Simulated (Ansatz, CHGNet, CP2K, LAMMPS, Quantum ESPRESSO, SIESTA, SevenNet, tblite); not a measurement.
# Amorphous carbon (64 atoms) under volume change, by several methods

Aim: pressure against volume for amorphous carbon (64 atoms), with plane waves as the reference.

Results are calculated, not measured.

### Step 1. Set-up

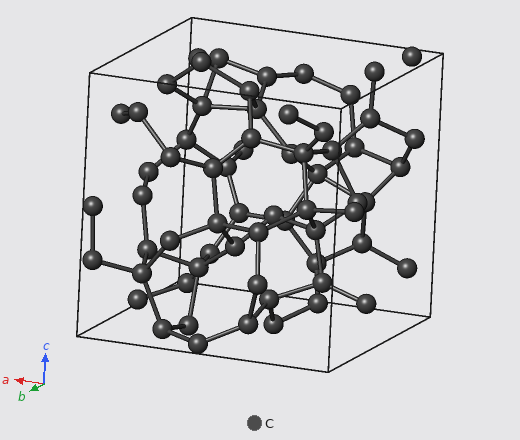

The cell (carbon dark grey). Bonds to atoms that aren't drawn are left out. Some periodic images of atoms are drawn too.

The cell holds 64 atoms (64 C), with edges of 7.59, 7.59 and 7.59 Å. Recipe: 64 atoms (64 C) placed at random at 2.92 g/cm³, melted at 6000 K for 10 ps at fixed volume with the Tersoff potential (Tersoff, Phys. Rev. B 39, 5566 (1989)). Quenched from 6000 K to 300 K at 100 K/ps and fixed volume, held 5 ps, then minimised at fixed cell. Then the atoms were relaxed with SevenNet 0 in the fixed cell.

Bonds by pair of elements; cutoffs follow the first minimum of g(r), held within bounds set by covalent radii, and pairs that aren't listed don't count as bonded:

| pair A-B | cutoff (Å) | bonds | mean length (Å) | spread (Å) | shortest (Å) | B about A | A about B |
| --- | --- | --- | --- | --- | --- | --- | --- |
| C-C | 1.85 | 115 | 1.54 | 0.094 | 1.32 | 3.59 | 3.59 |

### Step 2. The reference input

Quantum ESPRESSO 7.5: Kohn-Sham DFT, PBE, SSSP efficiency 1.3.0 pseudopotentials, plane waves. Its input, pw.in, for the unchanged cell:

```
&control
  calculation = 'scf'
  pseudo_dir = './pseudo'
  outdir = './tmp'
  disk_io = 'none'
  tprnfor = .true.
  tstress = .true.
/
&system
  ibrav = 0
  nat = 64
  ntyp = 1
  ecutwfc = 45
  ecutrho = 360
  nosym = .true.
  occupations = 'smearing'
  smearing = 'fd'
  degauss = 0.003675
/
&electrons
  conv_thr = 3.2e-07
  electron_maxstep = 100
  mixing_beta = 0.2
  mixing_mode = 'local-TF'
  diagonalization = 'david'
/
ATOMIC_SPECIES
C 12.011 C.upf
CELL_PARAMETERS angstrom
7.59030 0.00000 0.00000
0.00000 7.59030 0.00000
0.00000 0.00000 7.59030
ATOMIC_POSITIONS crystal
C 0.37427 0.67647 0.15793
C 0.43021 0.38289 0.64107
C 0.14691 0.32822 0.80245
C 0.13753 0.33136 0.98195
[... 58 atom lines left out ...]
C 0.38729 0.21862 0.53629
C 0.75080 0.20922 0.51141
K_POINTS gamma
```

```console
$ OMP_NUM_THREADS=1 mpirun -np 2 pw.x -in pw.in > output.txt
```

It took 45 s on 2 MPI ranks of Arm Neoverse V1, shared host; peak memory 0.85 GiB.

It converged with an r.m.s. force component of 0.87 eV/Å and a pressure of -0.88 GPa.

### Step 3. Programs and settings

Every level solves the same cells as single points. CPU time is summed over a level's finished runs, on a host shared with the other runs, so it is rough; the force column is the median over cells of the r.m.s. difference of force components from the reference.

| level | basis or training data | k-points | runs finished | CPU time | peak memory (GiB) | force difference (meV/Å) |
| --- | --- | --- | --- | --- | --- | --- |
| QE, PBE | plane waves, SSSP efficiency, 45/360 Ry | Γ | 3 of 3 | 4.5 min | 0.87 | reference |
| CP2K double zeta, PBE | DZVP-UZH, GTH-PBE potentials, 450 Ry | Γ | 3 of 3 | 20 min | 1.7 | 39 |
| SIESTA DZP, PBE | DZP orbitals, shift 0.01 Ry, mesh 300 Ry | Γ | 3 of 3 | 12 min | 0.9 | 218 |
| CP2K double zeta, LDA | DZVP-MOLOPT-SR, GTH-PADE potentials, 450 Ry | Γ | 3 of 3 | 13 min | 1.0 | 63 |
| tblite GFN1-xTB | tight binding with its own dispersion term | Γ | 3 of 3 | 5.2 s | 0.1 | 379 |
| CHGNet r2SCAN | trained on r2SCAN plane-wave data | - | 3 of 3 | 18 s | 2.5 | 881 |
| SevenNet 0 | trained on PBE(+U) plane-wave data | - | 3 of 3 | 30 s | 1.1 | 873 |

The reference's own r.m.s. force component runs from 834 to 915 meV/Å over these cells. SevenNet 0 relaxed the atoms, so in the cells that it relaxed its own forces are small, and its entry isn't an independent test there.

### Step 4. Pressure against volume

The cell is scaled evenly, and at each volume SevenNet 0 relaxes the atoms again before the single points. The unchanged volume is 6.833 Å³ an atom. Pressures in GPa:

| level | -3 % | 0 | +3 % |
| --- | --- | --- | --- |
| QE, PBE | 8.04 | -0.88 | -8.83 |
| CP2K double zeta, PBE | 9.87 | 0.86 | -7.15 |
| SIESTA DZP, PBE | 15.27 | 5.89 | -2.50 |
| CP2K double zeta, LDA | -3.85 | -12.28 | -19.76 |
| tblite GFN1-xTB | -0.27 | -10.31 | -19.20 |
| CHGNet r2SCAN | 1.05 | -7.57 | -15.01 |
| SevenNet 0 | 3.35 | -4.71 | -12.35 |

Energy less that of the unchanged cell at the same level, in meV an atom:

| level | -3 % | +3 % |
| --- | --- | --- |
| QE, PBE | 0.04 | 9.10 |
| CP2K double zeta, PBE | 1.47 | 7.51 |
| SIESTA DZP, PBE | 5.51 | 3.42 |
| CP2K double zeta, LDA | -13.88 | 22.49 |
| tblite GFN1-xTB | -13.41 | 23.34 |
| CHGNet r2SCAN | -4.45 | 14.67 |
| SevenNet 0 | -1.05 | 10.96 |

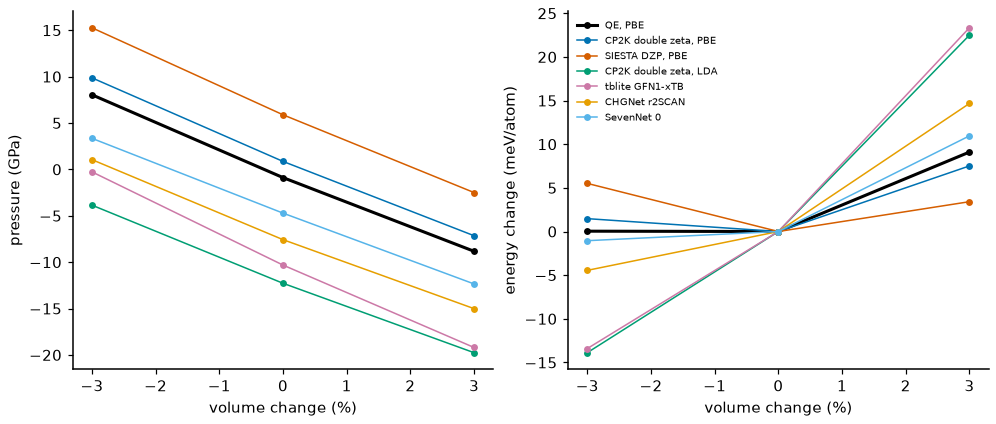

Pressure and energy against volume, by level.

### Step 5. Moduli

From the three volumes nearest the unchanged one: B from the slope of pressure against ln V and from the curvature of the energy, the pressure that the slope of the energy implies, and the volume change at which the printed pressure crosses zero (a dash if it doesn't within the range).

| level | B from pressures (GPa) | B from energies (GPa) | printed pressure (GPa) | pressure from energies (GPa) | zero pressure at (%) |
| --- | --- | --- | --- | --- | --- |
| QE, PBE | 281.2 | 238.1 | -0.88 | -3.54 | -0.3 |
| CP2K double zeta, PBE | 283.6 | 234.1 | 0.86 | -2.36 | +0.3 |
| SIESTA DZP, PBE | 296.0 | 232.6 | 5.89 | 0.82 | +2.1 |
| CP2K double zeta, LDA | 265.1 | 224.4 | -12.28 | -14.22 | - |
| tblite GFN1-xTB | 315.5 | 258.7 | -10.31 | -14.36 | - |
| CHGNet r2SCAN | 267.7 | 266.1 | -7.57 | -7.47 | -2.6 |
| SevenNet 0 | 261.6 | 258.1 | -4.71 | -4.69 | -1.8 |

As a check by hand on the reference: from -3 to +3 % the pressure falls by 16.87 GPa while ln V grows by 0.0600, a ratio of 281.1 GPa.

### Step 6. What came out

The plane-wave reference (PBE) gives a bulk modulus of 281.2 GPa from its pressures, at a volume where its pressure is -0.88 GPa; that pressure crosses zero at -0.3 %. Other programs at PBE: CP2K double zeta, PBE 283.6 GPa (+1 %) and SIESTA DZP, PBE 296.0 GPa (+5 %); their pressures lie +1.74 to +6.77 GPa from the reference's. Other functionals: CP2K double zeta, LDA 265.1 GPa (-6 %); its pressure lies -11.39 GPa from the reference's.

Learned potentials: CHGNet r2SCAN 267.7 GPa (-5 %) and SevenNet 0 261.6 GPa (-7 %); their pressures lie -6.69 to -3.83 GPa from the reference's. Tight binding: tblite GFN1-xTB 315.5 GPa (+12 %); its pressure lies -9.43 GPa from the reference's. The moduli are read at one volume but at unlike pressures, and a cell under tension is as a rule softer than one under compression. All slopes lie within 12 % of the reference's, while the pressures at one volume spread over 18.2 GPa, so the levels would settle at unlike volumes. Moduli from the energies run from 224 to 266 GPa and part from those from pressures by as much as -21 % (SIESTA DZP, PBE); they rest on small differences of energy, and for levels other than SevenNet 0 they hold the work of leftover forces.

**Limits.** The atoms follow SevenNet 0, not each level's own minimum, so these moduli only approach relaxed ones and hang on that choice. Three points at finite strain give rough moduli, at the given volume rather than at zero pressure. Pressures at a fixed plane-wave cutoff or in a small atom-centred basis hold some basis error. The quench rate of 100 K/ps is many orders above laboratory rates, so the cell is likely richer in defects and strain than a real sample. The reference samples only Γ, in a cell whose shortest periodic width is 8 Å. The reference isn't exact: its cutoffs and mesh weren't converged further here. SIESTA's automatically made basis is far from complete, and its potentials were converted by us (checked for H, C, O, Si, Ge and Ca alone). Where levels are smeared, the DFT runs use Fermi–Dirac occupations at 580 K (0.05 eV), and energies are free energies.

[Logs are printed without paths, hosts, clocks, repeated set-up lines and the standing remarks that a program may print on its own settings, such as how far it seeks lower states.]

[Hosts, paths, dates, database ids (printed as entryN), source tags and the programs' standing remarks are cut or masked in the printed files.]
